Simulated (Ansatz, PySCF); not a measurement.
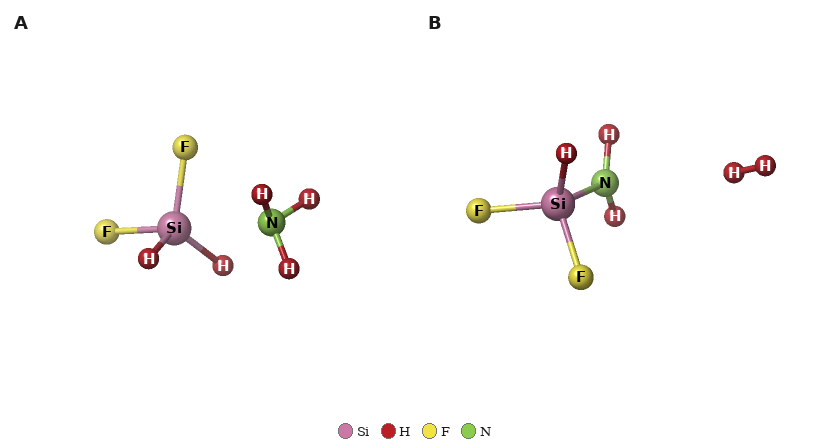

2 stationary structures of one formula. Geometries: PBE0-D4/def2-TZVP. Electronic energies: CCSD(T)/CBS (MP2 limit from def2-TZVPP and def2-QZVPP plus CCSD(T) − MP2) (Ansatz 0.2.0), without zero-point energy. No frequency run is at hand to confirm each as a minimum. Each is one conformer, not always the lowest.

Question: Which is lowest in energy, and by how much?

Answer: B is lowest; A lies 9.6 kcal/mol above it (a minimum).

Give E(B) − E(A) in kcal/mol at these levels too: RHF-CCSD(T) (frozen core)/def2-TZVPP; PBE0-D4/def2-TZVP; CCSD(T)/CBS (MP2 limit from def2-TZVPP and def2-QZVPP plus CCSD(T) − MP2); B3LYP-D4/def2-TZVPP; SPW92 (LDA)/def2-TZVPP; PBE0-D4/def2-SVP; RHF-CCSD(T) (frozen core)/def2-SVP; r2SCAN-D4/def2-TZVPP.

| level | E(B) − E(A) (kcal/mol) |
| --- | --- |
| RHF-CCSD(T) (frozen core)/def2-TZVPP | −8.1 |
| PBE0-D4/def2-TZVP | −6.2 |
| CCSD(T)/CBS (MP2 limit from def2-TZVPP and def2-QZVPP plus CCSD(T) − MP2) | −9.6 |
| B3LYP-D4/def2-TZVPP | −8.2 |
| SPW92 (LDA)/def2-TZVPP | −2.9 |
| PBE0-D4/def2-SVP | −1.2 |
| RHF-CCSD(T) (frozen core)/def2-SVP | −1.8 |
| r2SCAN-D4/def2-TZVPP | −7.6 |
